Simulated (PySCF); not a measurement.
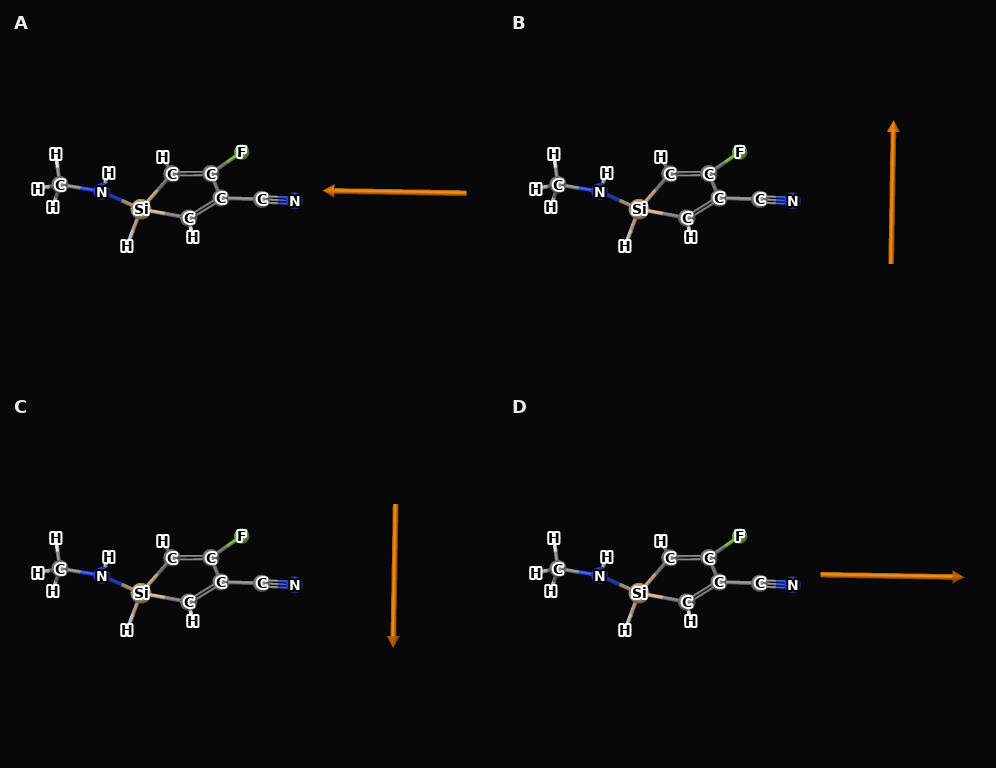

The same molecule four times, each with an arrow. The geometry was computed by an optimisation with GFN2-xTB. No frequency run is at hand to confirm it as a minimum. Level of theory: PBE0/pcSseg-1, gas phase (PySCF 2.14.0).

Question: Which arrow points along the dipole moment, from the negative to the positive end?

Answer: A. The dipole moment is 5.97 D.

The geometry is semi-empirical. Around Si such bond lengths and angles can be off by a tenth of an ångström or more and by several degrees, and values that hang on the shape move with them.
